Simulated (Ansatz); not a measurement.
System: YBi3P4.

The calculation's input:

```
crystal:
  lattice:
    - [6.16889659, 0.0, 0.0]
    - [0.0, 6.16889659, 0.0]
    - [0.0, 0.0, 6.16889659]
  atoms:
    - { symbol: "Y", position: [0.0, 0.0, 0.0] }
    - { symbol: Bi, position: [0.0, 0.5, 0.0] }
    - { symbol: Bi, position: [0.0, 0.0, 0.5] }
    - { symbol: Bi, position: [0.5, 0.0, 0.0] }
    - { symbol: P, position: [0.7629189, 0.2370811, 0.7629189] }
    - { symbol: P, position: [0.2370811, 0.7629189, 0.7629189] }
    - { symbol: P, position: [0.7629189, 0.7629189, 0.2370811] }
    - { symbol: P, position: [0.2370811, 0.2370811, 0.2370811] }
kpoints:
  mp_grid: { grid: [4, 4, 4] }
hamiltonian:
  xc: pbesol
scf:
  occupations: { method: fermi_dirac, width: 0.03 }
relax:
  f_tol: 0.01
  cell: {}
  max_steps: 120
output:
  write_density: true
  write_potential: true
  elf: true
  volumetric_format: npy
```

Run with:

```sh
ansatz run input.yaml --threads 4 --pin off --max-ram 4608MiB --backend cpu --events-out ev --progress --plain --runs-dir out
```

Below, planes, directions and counts refer to the conventional cell (a = 6.70 Å, b = 6.70 Å, c = 6.70 Å, α = 90.00°, β = 90.00°, γ = 90.00°).

The fields are those of the run's last geometry, not of the input's.

Space group P-43m; a structure from a database of computed crystals, not necessarily the ambient phase; started from the VCu3S4-215 prototype, which need not be the ambient phase.

Level of theory: Ansatz 0.2.0, DFT, PBEsol, plane waves, PAW.

**Predict the valence pseudo-density and electron localisation function between the atoms.**

Y–P (2.69 Å): ρ at the midpoint is about 0.37 e/Å³; the ELF peaks at about 0.90 in the valence shell of P, 0.9 Å from its nucleus, and is about 0.45 at the midpoint.
Bi–P (2.84 Å): ρ is about 0.32 e/Å³ halfway; the ELF peaks at about 0.80 in the valence shell of P, 0.9 Å from its nucleus, and drops to about 0.35 between the two atoms.
Y–Bi (3.35 Å): the density is about 0.13 e/Å³ at the midpoint; the ELF is about 0.15 at the midpoint (no shared electron pair shows on this line).

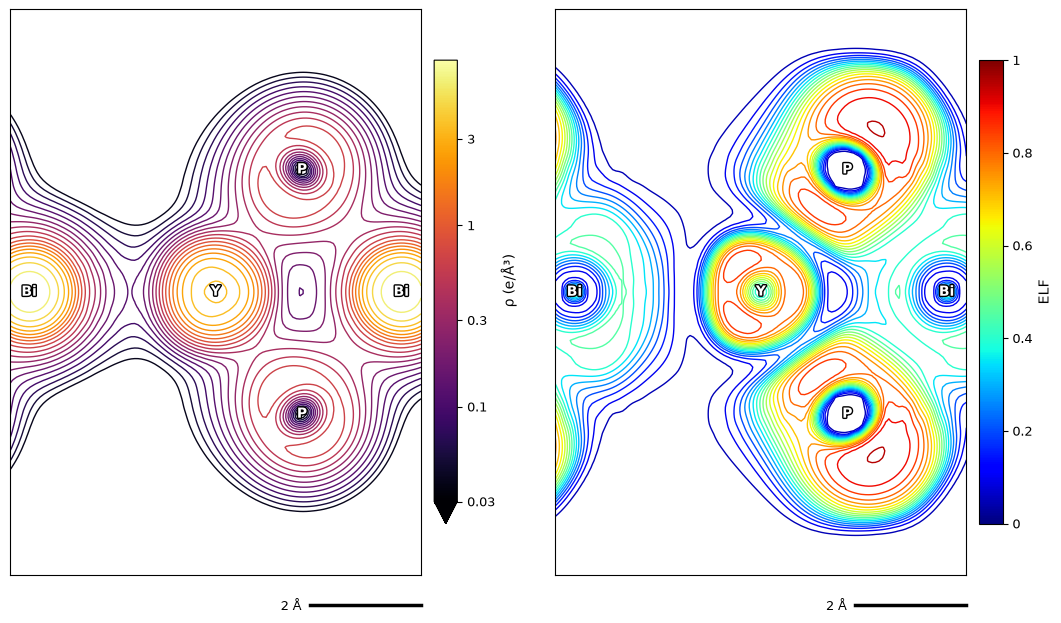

Computed valence pseudo-density and electron localisation function on the (101̄) plane of the conventional cell, in this order. 

In a PAW calculation such maps are meaningful between the atoms, not at the nuclei.
